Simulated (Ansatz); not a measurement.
System: N$_{2}$SSi (triplet).

Input

```
crystal:
  periodic: [false, false, false]
  atoms:
    - {symbol: "N", position_ang: [-1.463103, 1.298701, -1.468179]}
    - {symbol: "N", position_ang: [-0.853909, 1.099592, -0.526236]}
    - {symbol: S, position_ang: [-2.090878, 3.034920, -4.039631]}
    - {symbol: Si, position_ang: [-2.504904, 1.454111, -2.885457]}
basis:
  gaussian:
    orbitals: def2-TZVPD
magnetization:
  spin_polarized: true
  initial_magnetization: 2
hamiltonian:
  xc: pbe0
output: {forces: true, orbitals: {seedname: orbitals}}
```

Command:

```sh
ansatz run input.yaml --threads 1 --pin off --max-ram 2610MiB --events-out events.jsonl --progress --plain --runs-dir runs
```

Geometry: PBE0-D3(BJ)/def2-SVP.

All numbers below come from isolated molecule in a Gaussian basis; Kohn-Sham density functional theory, functional PBE0 in Ansatz 0.2.0.

> Predict the electron density, electron localisation function and spin density between the atoms.

N–N (1.14 Å): the density is about 4.1 e/Å³ at the midpoint; the ELF peaks at about 0.85 between the atoms (a multiple bond).
Si–N (1.77 Å): ρ is about 0.9 e/Å³ halfway; the ELF peaks at about 0.90 between the atoms; a shared but strongly polarised pair.
Si–S (2.00 Å): ρ at the midpoint is about 0.95 e/Å³; the ELF peaks at about 0.85 between the atoms: localised, covalent bonding.
The unpaired spin (2 electrons) lies mostly on Si4 (about 0.8), S3 (about 0.6), N2 (about 0.4) and N1 (about 0.2), in electrons by Hirshfeld's partition.

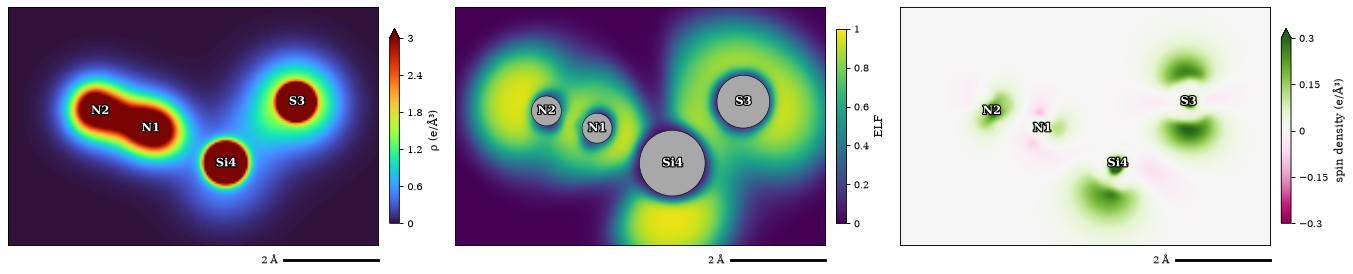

Computed electron density, electron localisation function and spin density on the molecular plane, in this order. Grey discs cover the atomic cores in the ELF map. 
